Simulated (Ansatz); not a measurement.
**Fe wire along [110], 3 atoms a period: bands by functional and under strain**

Aim: is the Fe wire along [110], 3 atoms a period a metal or a semiconductor?

Method: DFT PBE, plane waves, PAW; relaxation of a wire's period, in the first sound run; inputs show where later runs differ, in Ansatz 0.2.0.

### Step 1. Starting point

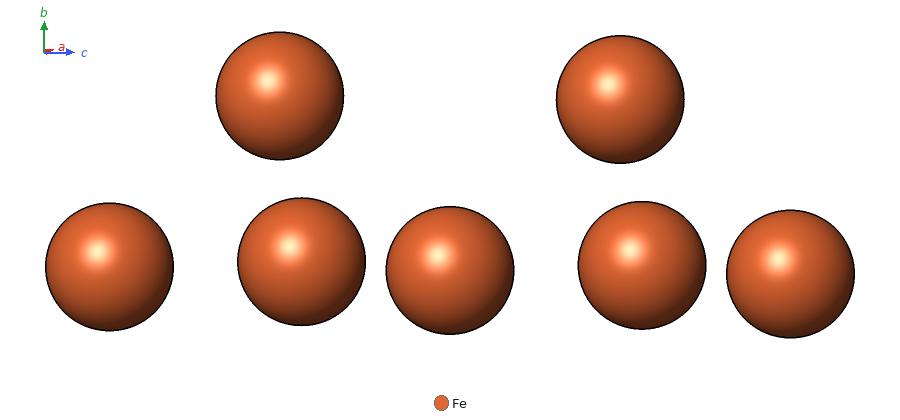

The starting structure, seen from the side, with the c axis across the page (iron orange). 1×1×2 cells are drawn. Some periodic images of atoms are drawn too.

The cell holds 3 atoms: 3 Fe. Cell: a = 8.215 Å, b = 8.801 Å, c = 4.002 Å, α = 90.0°, β = 90.0°, γ = 90.0°. Vacuum lies along a and b. The structure's axis is c.

### Step 2. Relaxation of atoms and period

Band widths follow the bond lengths, so the wire is relaxed first. The atoms and the third cell vector are free; the box across stays fixed as vacuum. Moments are seeded so that a magnetic state can form if it lies lower. A Fermi-Dirac smearing is set since the result may be a metal. The pressure printed is a third of the stress's trace over the whole box, vacuum included; only the stress along the axis is relaxed.

The input, input.yaml:

```yaml
crystal:
  lattice:
    - [8.215, 0.0, 0.0]
    - [0.0, 8.801, 0.0]
    - [0.0, 0.0, 4.0022243815]
  atoms:
    - { symbol: Fe, position: [0.413877054, 0.386319736, 0.0], spin: 2.4 }
    - { symbol: Fe, position: [0.413877054, 0.613693011, 0.5], spin: 2.4 }
    - { symbol: Fe, position: [0.586122946, 0.386319736, 0.5], spin: 2.4 }
magnetization:
  spin_polarized: true
kpoints:
  mp_grid: { grid: [1, 1, 20] }
scf:
  occupations: { method: fermi_dirac, width: 0.05 }
hamiltonian:
  xc: pbe
relax:
  cell: { fix: [a, b, alpha, beta, gamma] }
  max_steps: 60
```

On the command line:

```bash
$ ansatz run input.yaml --threads 4 --pin off --max-ram 16384MiB --backend cpu --events-out ev --progress --plain --runs-dir out
```

Numbers of over 12 decimals in the logs are rounded to 6 here.

The log of the run:

```text
Engine: ansatz 0.2.0, aarch64-unknown-linux-gnu
Pseudopotentials: kind: paw
Pseudopotential: Fe, paw, valence charge 16, recommended cutoff 420 eV (normal), Fe.paw.azcp
Functional definition: PBE
  parameter kappa = 0.804
  parameter beta = 0.066725
  exchange = pbe_x(kappa = kappa, mu = beta*pi^2/3)
  correlation = pbe_c(beta = beta)
Crystal: 3 atoms, lattice volume = 289.362 Å³
Basis set: ecut = 420 eV, 5635 PW (Γ), exchange–correlation on 120×120×54 points (8 copies of the dense FFT grid, shifted against one another)
Bands: 34, of which v1, the nominal top of the filled ones, is band 24 counted from 1 (23 counted from 0)
Symmetry: 2 space group operations
Space group: Pm (ITA 6), of the structure as read, at distance tolerance 6.6e-5 Å
Magnetic group: BNS 6.18 (UNI 25), of the structure as read, at distance tolerance 6.6e-5 Å
k-points: 11 of 20
Non-local potential: Fe, projectors of the file, l = 0: 3, l = 1: 2, l = 2: 3, l = 3: 1
PAW form: soft (Blöchl's): semilocal exchange-correlation on the pseudo side does not see the compensation charge
PAW one-centre angular grid: Fe, 590 points (default); XC on 64 Gauss nodes
Initial density: superposition of atomic densities (neutral atoms: chi_scale 0, normalization atom)
Starting moments: Σ|m| = 7.2 μB on 3 of 3 sites
Initial wavefunctions: pseudopotential atomic-orbital guess
Functional: x = pbe(κ = 0.804, μ = 0.219515), c = pbe(β = 0.066725)
SCF iter   1: F=—  HF=-13430.768809 eV  |F-HF|=—  |Δ(HF+E_count)|=         —  Δρ=4.02e-2 (↑4.02e-2 ↓2.11e-2)  dr2=8.80e0  dr2_m=1.86e0  M=8.335 μB ∫|m|=8.493 μB  β_m=0.30  ethr=3.10e-3  ⟨swp⟩=7.0  Hψ=3306  notcnv=0
Mixer restart at iter 1: flushing history
preconditioner: auto → LDOS  [metal: Δε(μ)=0.020 eV  Ē_g=3.508 eV  σ=0.050 eV  W_gap=0.10  n_scr=38 (ndim 8)  ℏωp=10.7 eV  f_vac=0.625  D(μ)=4.67/eV (n_scr^D=22)]
spin=Collinear: LDOS preconditioning applied to the charge; magnetization (m = ρ↑ − ρ↓) channel mixes plain (no charge-response kernel on spin).
SCF iter   2: F=—  HF=-13431.287044 eV  |F-HF|=—  |Δ(HF+E_count)|=   5.18e-1  Δρ=2.65e-2 (↑2.65e-2 ↓2.10e-2)  dr2=2.23e0  dr2_m=1.32e0  M=8.795 μB ∫|m|=8.983 μB  β_m=0.53  ethr=3.10e-3  ⟨swp⟩=3.0  Hψ=1521  notcnv=0  defer=18
SCF iter   3: F=—  HF=-13433.047810 eV  |F-HF|=—  |Δ(HF+E_count)|=    1.76e0  Δρ=1.07e-2 (↑1.07e-2 ↓9.47e-3)  dr2=7.72e-2  dr2_m=2.51e-1  M=9.384 μB ∫|m|=9.719 μB  β_m=0.71  ethr=3.10e-3  ⟨swp⟩=3.3  Hψ=1370  notcnv=0  defer=18
SCF iter   4: F=—  HF=-13433.388386 eV  |F-HF|=—  |Δ(HF+E_count)|=         —  Δρ=7.30e-3 (↑3.78e-3 ↓7.30e-3)  dr2=2.48e-1  dr2_m=1.14e-2  M=9.490 μB ∫|m|=9.982 μB  β_m=0.71  ethr=1.61e-4  ⟨swp⟩=3.5  Hψ=1790  notcnv=0  defer=18
Mixer restart at iter 4: flushing history
SCF iter   5: F=—  HF=-13433.390381 eV  |F-HF|=—  |Δ(HF+E_count)|=   2.00e-3  Δρ=6.31e-3 (↑6.31e-3 ↓3.63e-3)  dr2=1.70e-1  dr2_m=5.96e-3  M=9.467 μB ∫|m|=9.970 μB  β_m=0.56  ethr=1.61e-4  ⟨swp⟩=3.0  Hψ=1628  notcnv=0  defer=20
SCF iter   6: F=—  HF=-13433.334837 eV  |F-HF|=—  |Δ(HF+E_count)|=   5.55e-2  Δρ=1.46e-3 (↑7.12e-4 ↓1.46e-3)  dr2=2.81e-3  dr2_m=2.88e-3  M=9.494 μB ∫|m|=10.012 μB  β_m=0.78  ethr=1.61e-4  ⟨swp⟩=2.3  Hψ=1623  notcnv=0  defer=20
SCF iter   7: F=—  HF=-13433.337828 eV  |F-HF|=—  |Δ(HF+E_count)|=   2.99e-3  Δρ=4.85e-4 (↑2.52e-4 ↓4.85e-4)  dr2=1.46e-3  dr2_m=1.45e-4  M=9.497 μB ∫|m|=10.041 μB  β_m=0.65  ethr=5.85e-6  ⟨swp⟩=2.0  Hψ=1228  notcnv=0  defer=20
SCF iter   8: F=—  HF=-13433.337662 eV  |F-HF|=—  |Δ(HF+E_count)|=   1.66e-4  Δρ=1.49e-4 (↑7.78e-5 ↓1.49e-4)  dr2=4.07e-5  dr2_m=2.64e-5  M=9.504 μB ∫|m|=10.049 μB  β_m=0.83  ethr=3.05e-6  ⟨swp⟩=2.0  Hψ=1176  notcnv=0  defer=20
SCF iter   9: F=—  HF=-13433.337685 eV  |F-HF|=—  |Δ(HF+E_count)|=   2.28e-5  Δρ=8.28e-5 (↑5.63e-5 ↓8.28e-5)  dr2=3.10e-5  dr2_m=2.89e-6  M=9.506 μB ∫|m|=10.052 μB  β_m=0.79  ethr=8.47e-8  ⟨swp⟩=2.0  Hψ=1254  notcnv=0  defer=20
SCF iter  10: F=—  HF=-13433.337687 eV  |F-HF|=—  |Δ(HF+E_count)|=   2.06e-6  Δρ=4.68e-5 (↑1.43e-5 ↓4.68e-5)  dr2=8.24e-6  dr2_m=1.29e-6  M=9.506 μB ∫|m|=10.053 μB  β_m=0.86  ethr=6.46e-8  ⟨swp⟩=2.4  Hψ=1264  notcnv=0  defer=20
SCF iter  11: F=—  HF=-13433.337687 eV  |F-HF|=—  |Δ(HF+E_count)|=   8.28e-7  Δρ=1.80e-5 (↑6.85e-6 ↓1.80e-5)  dr2=8.41e-7  dr2_m=2.37e-7  M=9.506 μB ∫|m|=10.052 μB  β_m=0.92  ethr=1.72e-8  ⟨swp⟩=2.0  Hψ=1015  notcnv=0  defer=20
SCF iter  12: F=—  HF=-13433.337688 eV  |F-HF|=—  |Δ(HF+E_count)|=   8.55e-7  Δρ=1.10e-5 (↑3.54e-6 ↓1.10e-5)  dr2=2.27e-7  dr2_m=9.69e-8  M=9.506 μB ∫|m|=10.052 μB  β_m=0.96  ethr=1.75e-9  ⟨swp⟩=2.3  Hψ=1233  notcnv=0  defer=20
SCF iter  13: F=—  HF=-13433.337688 eV  |F-HF|=—  |Δ(HF+E_count)|=   2.36e-7  Δρ=7.86e-6 (↑4.94e-6 ↓7.86e-6)  dr2=2.21e-7  dr2_m=3.43e-8  M=9.506 μB ∫|m|=10.052 μB  β_m=0.98  ethr=4.74e-10  ⟨swp⟩=2.0  Hψ=1295  notcnv=0  defer=20
SCF iter  14: F=—  HF=-13433.337689 eV  |F-HF|=—  |Δ(HF+E_count)|=   2.06e-7  Δρ=6.43e-6 (↑4.98e-6 ↓6.43e-6)  dr2=1.78e-7  dr2_m=2.07e-8  M=9.506 μB ∫|m|=10.052 μB  β_m=0.95  ethr=4.61e-10  ⟨swp⟩=2.0  Hψ=1297  notcnv=0  defer=20
SCF iter  15: F=—  HF=-13433.337689 eV  |F-HF|=—  |Δ(HF+E_count)|=   6.24e-8  Δρ=5.82e-6 (↑1.54e-6 ↓5.82e-6)  dr2=4.34e-8  dr2_m=2.61e-8  M=9.506 μB ∫|m|=10.052 μB  β_m=0.98  ethr=3.70e-10  ⟨swp⟩=2.0  Hψ=1216  notcnv=0  defer=20
SCF iter  16: F=-13433.337689 eV  HF=-13433.337689 eV  |F-HF|=4.17e-8  |Δ(HF+E_count)|=   6.10e-8  Δρ=5.65e-6 (↑1.33e-6 ↓5.65e-6)  dr2=7.64e-8  dr2_m=2.53e-8  M=9.506 μB ∫|m|=10.052 μB  ethr=9.05e-11  ⟨swp⟩=2.0  Hψ=2375  notcnv=0
SCF 1 converged in 16 iterations: F = -13433.337689 eV  dr2 = 7.64e-8
  greatest PAW one-centre occupation: 1.004 electrons in one spin orbital (limit 2), on the Fe atom at site 1 (counted from 0), in its partial waves of l = 1
relax step   1: F+E_penalty+E_count = -13433.33768878 eV  Δ(F+E_penalty+E_count) = +0.000e0 eV  max|allowed force component| = 2.006e0 eV/Å  Δτ_max = 0.0000 Å  P = -2.374 GPa  Ω = 289.362 Å³  fix = [a, b, alpha, beta, gamma]  reactions: a -0.842, b -2.113 GPa; gamma -0.554 GPa/rad  (16 SCF iters, dr2 threshold 1.00e-7 eV, accepted)
Crystal: 3 atoms, lattice volume = 280.299 Å³
Basis set: ecut = 420 eV, 5479 PW (Γ), exchange–correlation on 120×120×54 points (8 copies of the dense FFT grid, shifted against one another)
Initial density: handed on by an earlier stage of this run
Starting moments: Σ|m| = 7.2 μB on 3 of 3 sites; this step starts from the density that it was given
Initial wavefunctions: those handed on with the density
iter 1 solved again at ethr=9.01e-4 eV; its pass at ethr=3.10e-3 eV (dr2=4.32e-1 eV) is discarded
[...]
relax step  36: F+E_penalty+E_count = -13435.88589514 eV  Δ(F+E_penalty+E_count) = -1.525e-5 eV  max|allowed force component| = 1.943e-3 eV/Å  Δτ_max = 0.0156 Å  P = +0.107 GPa  Ω = 176.583 Å³  energy of the carried Pulay correction = +9.808e-3 eV  fix = [a, b, alpha, beta, gamma]  reactions: a +0.158, b +0.166 GPa; gamma -0.014 GPa/rad  (10 SCF iters, dr2 threshold 6.89e-9 eV, accepted)
Basis set: ecut = 420 eV, 3443 PW (Γ), exchange–correlation on 120×120×36 points (8 copies of the dense FFT grid, shifted against one another)
Initial wavefunctions: pseudopotential atomic-orbital guess (no wavefunctions were taken with the density)
iter 1 solved again at ethr=3.34e-6 eV; its pass at ethr=3.10e-3 eV (dr2=1.60e-3 eV) is discarded
SCF iter   1: F=—  HF=-13435.879649 eV  |F-HF|=—  |Δ(HF+E_count)|=         —  Δρ=3.58e-4 (↑1.99e-4 ↓3.58e-4)  dr2=3.74e-4  dr2_m=2.25e-5  M=9.330 μB ∫|m|=9.591 μB  β_m=0.65  ethr=3.34e-6  ⟨swp⟩=3.0  Hψ=5139  notcnv=0
preconditioner: auto → LDOS  [metal: Δε(μ)=0.011 eV  Ē_g=4.914 eV  σ=0.050 eV  W_gap=0.05  n_scr=10 (ndim 8)  ℏωp=13.7 eV  f_vac=0.624  D(μ)=3.30/eV (n_scr^D=20)]
spin=Collinear: LDOS preconditioning applied to the charge; magnetization (m = ρ↑ − ρ↓) channel mixes plain (no charge-response kernel on spin).
SCF iter   2: F=—  HF=-13435.879645 eV  |F-HF|=—  |Δ(HF+E_count)|=   3.90e-6  Δρ=1.65e-4 (↑1.65e-4 ↓1.01e-4)  dr2=1.20e-4  dr2_m=3.14e-6  M=9.325 μB ∫|m|=9.587 μB  β_m=0.60  ethr=7.79e-7  ⟨swp⟩=1.7  Hψ=903  notcnv=0
SCF iter   3: F=—  HF=-13435.879646 eV  |F-HF|=—  |Δ(HF+E_count)|=   9.67e-7  Δρ=6.56e-5 (↑6.56e-5 ↓5.79e-5)  dr2=8.86e-6  dr2_m=4.45e-6  M=9.322 μB ∫|m|=9.584 μB  β_m=0.79  ethr=2.50e-7  ⟨swp⟩=1.0  Hψ=748  notcnv=0
SCF iter   4: F=—  HF=-13435.879676 eV  |F-HF|=—  |Δ(HF+E_count)|=   3.05e-5  Δρ=8.14e-5 (↑8.14e-5 ↓1.91e-5)  dr2=1.06e-5  dr2_m=2.33e-6  M=9.320 μB ∫|m|=9.582 μB  β_m=0.79  ethr=1.85e-8  ⟨swp⟩=2.1  Hψ=1351  notcnv=0
SCF iter   5: F=—  HF=-13435.879675 eV  |F-HF|=—  |Δ(HF+E_count)|=   1.27e-6  Δρ=1.24e-5 (↑1.00e-5 ↓1.24e-5)  dr2=8.73e-7  dr2_m=1.71e-8  M=9.319 μB ∫|m|=9.581 μB  β_m=0.67  ethr=1.85e-8  ⟨swp⟩=2.4  Hψ=1255  notcnv=0
SCF iter   6: F=—  HF=-13435.879675 eV  |F-HF|=—  |Δ(HF+E_count)|=   2.44e-7  Δρ=5.72e-6 (↑5.72e-6 ↓3.69e-6)  dr2=6.95e-8  dr2_m=2.17e-8  M=9.318 μB ∫|m|=9.580 μB  β_m=0.69  ethr=1.82e-9  ⟨swp⟩=2.2  Hψ=1080  notcnv=0
SCF iter   7: F=—  HF=-13435.879675 eV  |F-HF|=—  |Δ(HF+E_count)|=   5.61e-8  Δρ=1.91e-6 (↑1.24e-6 ↓1.91e-6)  dr2=8.89e-9  dr2_m=2.47e-9  M=9.318 μB ∫|m|=9.580 μB  β_m=0.76  ethr=1.45e-10  ⟨swp⟩=2.0  Hψ=1049  notcnv=0
SCF iter   8: F=—  HF=-13435.879675 eV  |F-HF|=—  |Δ(HF+E_count)|=   1.23e-8  Δρ=1.04e-6 (↑1.04e-6 ↓7.73e-7)  dr2=2.70e-9  dr2_m=6.13e-10  M=9.318 μB ∫|m|=9.580 μB  β_m=0.69  ethr=1.85e-11  ⟨swp⟩=2.6  Hψ=1248  notcnv=0
SCF iter   9: F=—  HF=-13435.879675 eV  |F-HF|=—  |Δ(HF+E_count)|=   7.39e-8  Δρ=4.31e-7 (↑4.31e-7 ↓3.71e-7)  dr2=2.75e-10  dr2_m=1.39e-10  M=9.318 μB ∫|m|=9.580 μB  β_m=0.73  ethr=5.63e-12  ⟨swp⟩=3.4  Hψ=1499  notcnv=0
SCF iter  10: F=—  HF=-13435.879675 eV  |F-HF|=—  |Δ(HF+E_count)|=   2.98e-9  Δρ=2.41e-7 (↑2.41e-7 ↓1.91e-7)  dr2=7.05e-11  dr2_m=5.20e-11  M=9.318 μB ∫|m|=9.580 μB  β_m=0.87  ethr=1.00e-12  ⟨swp⟩=2.4  Hψ=1059  notcnv=0
SCF iter  11: F=—  HF=-13435.879675 eV  |F-HF|=—  |Δ(HF+E_count)|=  3.60e-10  Δρ=1.01e-7 (↑1.01e-7 ↓7.34e-8)  dr2=3.27e-11  dr2_m=2.65e-12  M=9.318 μB ∫|m|=9.580 μB  β_m=0.80  ethr=1.00e-12  ⟨swp⟩=2.2  Hψ=997  notcnv=0
SCF iter  12: F=—  HF=-13435.879675 eV  |F-HF|=—  |Δ(HF+E_count)|=  9.09e-12  Δρ=5.59e-8 (↑5.59e-8 ↓2.59e-8)  dr2=8.99e-12  dr2_m=7.36e-13  M=9.318 μB ∫|m|=9.580 μB  β_m=0.69  ethr=1.00e-12  ⟨swp⟩=1.3  Hψ=756  notcnv=0
SCF iter  13: F=—  HF=-13435.879675 eV  |F-HF|=—  |Δ(HF+E_count)|=  3.64e-12  Δρ=1.57e-8 (↑1.57e-8 ↓1.19e-8)  dr2=1.05e-12  dr2_m=1.41e-13  M=9.318 μB ∫|m|=9.580 μB  β_m=0.75  ethr=1.00e-12  ⟨swp⟩=1.0  Hψ=748  notcnv=0
SCF iter  14: F=-13435.879675 eV  HF=-13435.879675 eV  |F-HF|=1.09e-11  |Δ(HF+E_count)|=  3.64e-12  Δρ=2.39e-8 (↑7.91e-9 ↓2.39e-8)  dr2=1.92e-12  dr2_m=2.78e-13  M=9.318 μB ∫|m|=9.580 μB  ethr=1.00e-12  ⟨swp⟩=4.0  Hψ=2637  notcnv=0
SCF 37 converged in 14 iterations: F = -13435.879675 eV  dr2 = 1.92e-12
  greatest PAW one-centre occupation: 1.003 electrons in one spin orbital (limit 2), on the Fe atom at site 2 (counted from 0), in its partial waves of l = 1
relax step  37: F+E_penalty+E_count = -13435.87967512 eV  Δ(F+E_penalty+E_count) = +6.220e-3 eV  max|allowed force component| = 8.296e-4 eV/Å  Δτ_max = 0.0000 Å  P = +0.106 GPa  Ω = 176.583 Å³  fix = [a, b, alpha, beta, gamma]  reactions: a +0.162, b +0.169 GPa; gamma -0.013 GPa/rad  stress off target by 1.44e-2 GPa on what of the cell is left free  SCF on the basis re-selected at this cell (its energy is not comparable with the rows above)  (14 SCF iters)
basis re-selected at this cell: Δ(F+E_penalty+E_count) = +6.220e-3 eV, ΔP = -0.001 GPa vs the last step (what re-selecting the basis moved, of the pressure what is left beyond the Pulay correction that the steps carried, after the strain that the cell walked since its last selection, with what the two solves' SCF thresholds leave and, on support functions, any second-order correction that the steps lacked; it is no measure of the basis error at this ecutwfc). The dense FFT grid was sized anew with the basis: this SCF ran on 60×60×18 points, the steps before it on 60×60×27, so part of this shift can come from that change (see relax.cell in the input reference). [rest of the remark cut]
SCF converged after 14 iterations
Magnetization: 9.3182 μB (28.6591 up, 19.3409 down)
Absolute magnetization: 9.5812 μB (∫|ρ↑−ρ↓|, with the PAW one-centre terms)
Spin contamination: 0.1155 ħ² per cell (⟨S²⟩ above its minimum at these occupations)
Per-site moments (μB) at R_I (Å): [(2.809598, 1.007471), (2.807226, 0.939796), (2.805042, 0.939796)]
Free energy (F): -13435.879675 eV
Harris-Foulkes:  -13435.879675 eV  (|F-HF|=1.09e-11)
Internal energy: -13435.852906 eV  (E = F + TS)
E sigma→0 (E₀):  -13435.866291 eV
Entropy (-TS):   -0.026769 eV (-8.923 meV/atom)
Fermi energy:    0.648585 eV
--- Per-component energies (eV) ---
  E_band       = -1494.964118
  E_kinetic    = 1044.271400
  E_local      = -20779.529854  (includes V_loc(G=0)·N_el)
  E_nonlocal   = 675.910154
  E_hartree    = 9464.329478
  E_xc         = -344.890821
  E_vxc        = -443.309411  (∫ρ·V_xc dr)
  E_paw        = -4113.163596  (= ΣΔE_a)
  E_vpaw       = -920.967936  (= ΣTr[D̂ρ^β])
  E_aug_tail   = 0.002627  (compensation charges beyond the density's cutoff)
  E_ewald      = 617.217705
  E_smearing   = -0.026769  (= −TS)
  E_closure    = 0.000000  (closes the sum)
  Σ components = -13435.879675   (vs F -13435.879675, Δ=0.00e0)
--- Forces (eV/Å), atoms counted from 1 ---
  atom   1  Fe     0.00045003     0.00060905     0.00000000
  atom   2  Fe     0.00037660    -0.00049046     0.00000000
  atom   3  Fe    -0.00083104    -0.00013694     0.00000000
  max |Σ_I F_I| component: 1.83e-5 eV/Å
--- Stress (GPa, compression-positive) ---
        0.161745       0.013480       0.000000
        0.013480       0.169416       0.000000
        0.000000       0.000000      -0.014446
  P = ⅓ Tr σ = 0.1056 GPa (1.056 kbar)
--- Relaxed structure (36 steps of the walk, 31 accepted, 1 SCFs on fresh bases) ---
  F+E_penalty+E_count = -13435.87967512 eV   max|allowed force component| = 8.296e-4 eV/Å   (the final SCF, on the basis selected at the relaxed cell)
  cell:  # Å, volume = 176.5826 Å³
    - [8.215, 0, 0.0]
    - [0, 8.801, 0.0]
    - [0.0, 0.0, 2.442353]
  atoms:
    - { symbol: Fe, position: [0.419659, 0.335376, 0.0] }
    - { symbol: Fe, position: [0.367508, 0.571511, 0.500000] }
    - { symbol: Fe, position: [0.626709, 0.479445, 0.500000] }
```

The job ended after 4.9 min (4 threads of Arm Neoverse V1, shared host; peak memory 0.74 GiB).

(Part 1 of 4 ends here.)

[Logs are printed without paths, hosts, clocks, repeated set-up lines and the standing remarks that a program may print on its own settings, such as how far it seeks lower states.]

[Hosts, paths, dates, database ids (printed as entryN), source tags and the programs' standing remarks are cut or masked in the printed files.]
